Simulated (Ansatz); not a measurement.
# The false plateau in GW convergence: LiMgBN2 (I-4m2), part 2 of 2

Can the band sum of G0W0 be converged at a fixed screening cutoff? A test on LiMgBN2 (I-4m2).

Ansatz 0.2.0; G0W0 on PBE, plane waves, PAW; PAW set soft_1. Known limits of the many-body steps: not at the basis limit.

So far. Step 7 (270 empty bands, screening to 150 eV): The G0W0 gap on the mesh is 4.291 eV.

**8. 480 empty bands, screening to 220 eV**

File input.yaml:

```yaml
crystal:
  lattice:
    - [-1.909656, 1.909656, 4.443522]
    - [1.909656, -1.909656, 4.443522]
    - [1.909656, 1.909656, -4.443522]
  atoms:
    - { symbol: Li, position: [0.25, 0.75, 0.5] }
    - { symbol: Mg, position: [0.75, 0.25, 0.5] }
    - { symbol: B, position: [0.5, 0.5, 0.0] }
    - { symbol: "N", position: [0.6512635, 0.6512635, 0.0] }
    - { symbol: "N", position: [0.3487365, 0.3487365, 0.0] }
kpoints:
  mp_grid: { grid: [6, 6, 6] }
hamiltonian:
  xc: pbe
  pseudopotentials: { kind: paw, azcp: { folder: soft_1 } }
scf:
  occupations: { method: fixed }
gw:
  n_empty_bands: 480
  ecut_chi: 220
  qp_bands: [v2, c2]
  qp_kpoints: band_edges
  screening: { model: contour_deformation }
```

Run with:

```bash
$ ansatz run input.yaml --threads 2 --pin off --max-ram 92160MiB --backend cuda --events-out ev --progress --plain --runs-dir out --devices 1 --max-vram 13GiB
```

Numbers of over 12 decimals in the logs are rounded to 6 here.

Log:

```text
GPUs: using 1 of 1 available (devices: 1).
[...]
GPU FFT provider: cuFFT
GPU libraries: cuBLAS 13.8.2, cuFFT 12.4.0, cuSOLVER 12.3.4
Crystal: 5 atoms, lattice volume = 64.818 Å³
Basis set: ecut = 420 eV, 1283 PW (Γ)
Bands: 18, of which v1, the nominal top of the filled ones, is band 13 counted from 1 (12 counted from 0)
Symmetry: 8 space group operations
[...]
k-points: 30 of 216 (time reversal used)
[...]
3    15      8.7533    -6.5553    -4.0610   -11.6790  0.8099     9.8280     9.8160  root
[...]
29    12      3.1055   -20.6970     2.3451   -16.9939  0.7726     1.7253     1.7476  root
    29    13      3.1055   -20.6970     2.3451   -16.9939  0.7726     1.7253     1.7476  root
    29    14      6.6501    -5.0798    -3.2632    -8.7629  0.8354     7.0715     7.0699  root
    29    15      9.4436    -6.3606    -3.9475   -11.0508  0.8153    10.1928    10.1863  root
[key lines of the parts left out:]
SCF converged after 8 iterations
Free energy (F): -3057.063799 eV
Fermi energy:    3.105453 eV
```

Wall time 1.7 min (1 × NVIDIA H100 80GB HBM3 (shared by 6 runs) with 2 threads of AMD EPYC 7R13 (Zen 3), shared host); peak memory 2.9 GiB.

The G0W0 gap on the mesh is 4.386 eV.

**9. 147 empty bands, screening to 300 eV**

input.yaml: that of step 8 with these lines changed.

```diff
@@ -19,4 +19,4 @@
 gw:
-  n_empty_bands: 480
-  ecut_chi: 220
+  n_empty_bands: 147
+  ecut_chi: 300
   qp_bands: [v2, c2]
```

Log:

```text
GPUs: using 1 of 1 available (devices: 1).
[...]
GPU FFT provider: cuFFT
GPU libraries: cuBLAS 13.8.2, cuFFT 12.4.0, cuSOLVER 12.3.4
Crystal: 5 atoms, lattice volume = 64.818 Å³
Basis set: ecut = 420 eV, 1283 PW (Γ)
Bands: 18, of which v1, the nominal top of the filled ones, is band 13 counted from 1 (12 counted from 0)
Symmetry: 8 space group operations
[...]
k-points: 30 of 216 (time reversal used)
[...]
3    15      8.7533    -6.5553    -3.8769   -11.6790  0.8102    10.0169    10.0001  root
[...]
29    12      3.1055   -20.6970     2.6414   -16.9939  0.7725     2.0305     2.0438  root
    29    13      3.1055   -20.6970     2.6414   -16.9939  0.7725     2.0305     2.0438  root
    29    14      6.6501    -5.0798    -3.1446    -8.7629  0.8357     7.1911     7.1885  root
    29    15      9.4436    -6.3606    -3.7973   -11.0508  0.8156    10.3462    10.3365  root
[key lines of the parts left out:]
SCF converged after 8 iterations
Free energy (F): -3057.063799 eV
Fermi energy:    3.105453 eV
```

Wall time 39 s (1 × NVIDIA H100 80GB HBM3 (shared by 6 runs) with 2 threads); peak memory 4.3 GiB.

The G0W0 gap on the mesh is 4.207 eV.

**10. 764 empty bands, screening to 300 eV**

input.yaml: that of step 9 with these lines changed.

```diff
@@ -19,3 +19,3 @@
 gw:
-  n_empty_bands: 147
+  n_empty_bands: 764
   ecut_chi: 300
```

Log:

```text
GPUs: using 1 of 1 available (devices: 1).
[...]
GPU FFT provider: cuFFT
GPU libraries: cuBLAS 13.8.2, cuFFT 12.4.0, cuSOLVER 12.3.4
Crystal: 5 atoms, lattice volume = 64.818 Å³
Basis set: ecut = 420 eV, 1283 PW (Γ)
Bands: 18, of which v1, the nominal top of the filled ones, is band 13 counted from 1 (12 counted from 0)
Symmetry: 8 space group operations
[...]
k-points: 30 of 216 (time reversal used)
[...]
3    15      8.7533    -6.5553    -4.0928   -11.6790  0.8096     9.7954     9.7842  root
[...]
29    12      3.1055   -20.6970     2.2678   -16.9939  0.7717     1.6450     1.6701  root
    29    13      3.1055   -20.6970     2.2678   -16.9939  0.7717     1.6450     1.6701  root
    29    14      6.6501    -5.0798    -3.2920    -8.7629  0.8353     7.0425     7.0411  root
    29    15      9.4436    -6.3606    -3.9830   -11.0508  0.8151    10.1568    10.1509  root
[key lines of the parts left out:]
SCF converged after 8 iterations
Free energy (F): -3057.063799 eV
Fermi energy:    3.105453 eV
```

Wall time 3 min (1 × NVIDIA H100 80GB HBM3 (shared by 6 runs) with 2 threads); peak memory 5.2 GiB; 5.2 min of CPU time.

The G0W0 gap on the mesh is 4.432 eV.

**11. The grid**

Start PBE, 6×6×6 mesh. Times are wall times on 1 × NVIDIA H100 80GB HBM3 (shared by 6 runs) with 2 threads of AMD EPYC 7R13 (Zen 3), shared host, good to a factor of about two.

```csv
cutoff (eV),plane waves at q = 0,bands summed,gap (eV),Σc valence (eV),Σc conduction (eV),time
50,45,65,3.783,3.12,-3.09,19 s
50,45,283,3.815,2.91,-3.27,34 s
100,147,160,4.133,2.71,-3.15,28 s
100,147,777,4.197,2.57,-3.23,4.4 min
150,269,65,3.973,3.06,-2.97,19 s
150,269,283,4.291,2.50,-3.21,59 s
220,479,493,4.386,2.35,-3.26,1.7 min
300,777,160,4.207,2.64,-3.15,39 s
300,777,777,4.432,2.27,-3.30,3 min
```

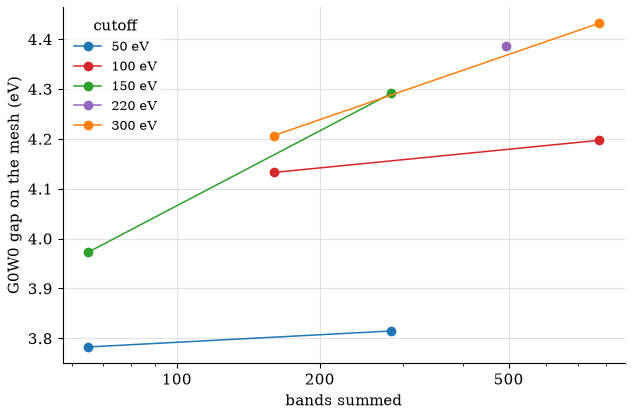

The gap against bands, one line for each screening cutoff.

**12. What came out**

```
65 bands, 50 eV                    : 3.783 eV
283 bands, 50 eV                   : 3.815 eV
160 bands, 100 eV                  : 4.133 eV
777 bands, 100 eV                  : 4.197 eV
65 bands, 150 eV                   : 3.973 eV
283 bands, 150 eV                  : 4.291 eV
493 bands, 220 eV                  : 4.386 eV
160 bands, 300 eV                  : 4.207 eV
777 bands, 300 eV                  : 4.432 eV
estimated limit along the diagonal : 4.51 eV
mesh and start                     : 6×6×6, PBE
```

At 50 eV, going from 65 to 283 bands moves the gap by +0.03 eV. At 100 eV, going from 160 to 777 bands moves the gap by +0.06 eV. At 150 eV, going from 65 to 283 bands moves the gap by +0.32 eV. At 300 eV, going from 160 to 777 bands moves the gap by +0.23 eV. At 65 bands, raising the cutoff from 50 to 150 eV moves it by +0.19 eV. At 283 bands, raising the cutoff from 50 to 150 eV moves it by +0.48 eV. At 160 bands, raising the cutoff from 100 to 300 eV moves it by +0.07 eV. At 777 bands, raising the cutoff from 100 to 300 eV moves it by +0.23 eV. Along the diagonal, where both rise together, the two highest rungs point to 4.51 eV. Gaps are over the mesh's points; an edge off the mesh would be missed. A low cutoff hides what high bands add, so a band series at one cutoff can look settled before the gap is.

[Paths, hosts, dates, memory and timing lines, banners, echoed tables and standing remarks are left out of the program output.]

[Logs are printed without paths, hosts, clocks, repeated set-up lines and the standing remarks that a program may print on its own settings, such as how far it seeks lower states.]

[Runs of the session that timed out or met a known fault of the program may be left out.]

[Cells called generated may have been cut or substituted from an entry of the Crystallography Open Database or the Materials Project.]

[Hosts, paths, dates, database ids (printed as entryN), source tags and the programs' standing remarks are cut or masked in the printed files.]
